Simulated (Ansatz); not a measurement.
Base system: La2O3 (space group P-3m1, No. 164; a = 3.9061 Å, c = 6.0400 Å).

It is then changed as follows: S replaces 50.0 % of the O, ordered in a cell of 10 atoms (starting symmetry P2/m) and fully relaxed.

The values are results of Kohn–Sham DFT with the PBEsol functional, run in Ansatz (an electronic-structure program) with PAW and 420 eV plane waves, no SOC, not measurements.

The zone is the changed cell's own and can be folded.

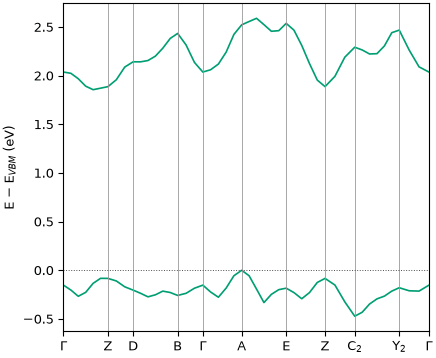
Fig. 1. Highest valence and lowest conduction band along the path of the changed cell's own zone

The gap is 1.86 eV, indirect, A → Γ–Z (67 % along); the base has 3.77 eV.

These are small ordered cells, not random alloys; other orderings at the same x differ. No phonon test of stability was made. k-point labels follow each cell's own Brillouin zone.
